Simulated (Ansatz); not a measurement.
ClF3Si···HBr

Input file:

```
crystal:
  periodic: [false, false, false]
  atoms:
    - { symbol: Si, position_ang: [-0.5341, -0.0699, -0.4627] }
    - { symbol: Br, position_ang: [1.7573, -1.2977, 0.2624] }
    - { symbol: F, position_ang: [-0.4239, -0.8961, -1.8055] }
    - { symbol: F, position_ang: [-1.3425, 1.1713, -1.0267] }
    - { symbol: F, position_ang: [-1.4662, -0.8589, 0.5331] }
    - { symbol: H, position_ang: [1.6359, 0.3758, 1.3304] }
    - { symbol: Cl, position_ang: [0.3735, 1.5756, 1.169] }
basis:
  gaussian: { orbitals: def2-SVP }
hamiltonian:
  xc: b3lyp
  dispersion: d4
relax:
  f_tol: 0.15
  max_steps: 25
  restrain:
    - { distance: [0, 6], at: 2.13, k: 30.0 }
    - { distance: [5, 1], at: 1.51, k: 30.0 }
    - { distance: [0, 1], at: 3.61, k: 30.0 }
    - { distance: [5, 6], at: 2.63, k: 30.0 }
output:
  orbitals: {}
```

Command:

```sh
ansatz run input.yaml --threads 2 --pin off --max-ram 3072MiB --backend cpu --events-out ev --progress --plain --runs-dir out
```

The fields are those of the run's last geometry, not of the input's.

Not at a stationary point (largest force 1.1 eV/Å).

Method: Ansatz, RKS B3LYP-D4/def2-SVP.

Predict the electron density and electron localisation function between the atoms.

Cl7···H6 (2.63 Å): the density falls to about 0.08 e/Å³ on the way; the ELF dips to about 0.05 between them: a weak contact between the two molecules.
Si–F (1.60 Å): ρ is about 1.1 e/Å³ halfway; the ELF peaks at about 0.85 in the valence shell of F, 0.6 Å from its nucleus, and is about 0.50 at the midpoint.
Si–Cl (2.09 Å): ρ at the midpoint is about 0.83 e/Å³; the ELF peaks at about 0.90 between the atoms (a polar covalent bond).
Br–H (1.48 Å): ρ at the midpoint is about 1.5 e/Å³; the ELF climbs to about 1 towards the hydrogen, as it does in any bond to H.

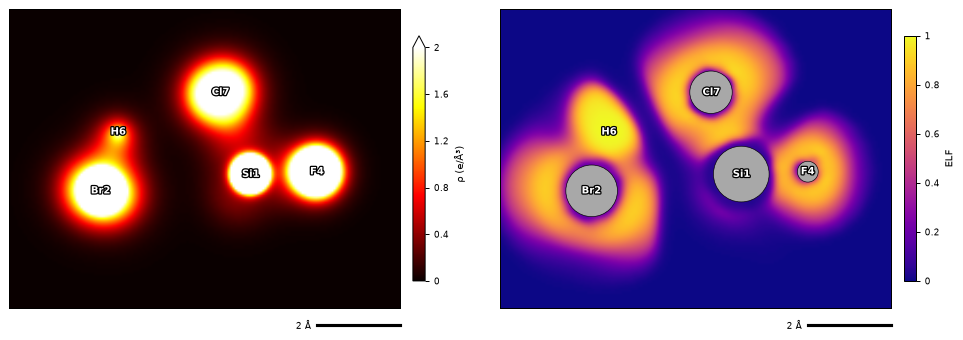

Computed electron density and electron localisation function on the plane of atoms F4, Si1 and Cl7, in this order. Grey discs cover the atomic cores in the ELF map. 
